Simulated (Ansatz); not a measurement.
Si (diamond structure), cut as [100] fin, 1.37 nm along [100] by 1.91 nm along [010], dimers on {100} faces, F-ended

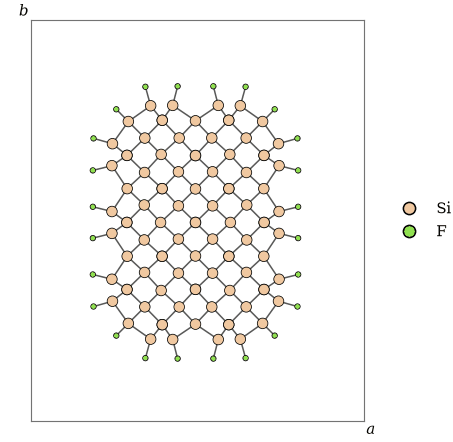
Structure after relaxation, one periodic cell

All values below come from PBE (plane waves to 420 eV, PAW; Ansatz, an electronic-structure program).

- change of bonding against the cut: none
- number of neighbours within 2.827 Å (ending not counted): 3 for 24 atoms, 4 for 55 atoms
- mean Si-Si distance (least to greatest): 2.378 Å (2.341 to 2.471)
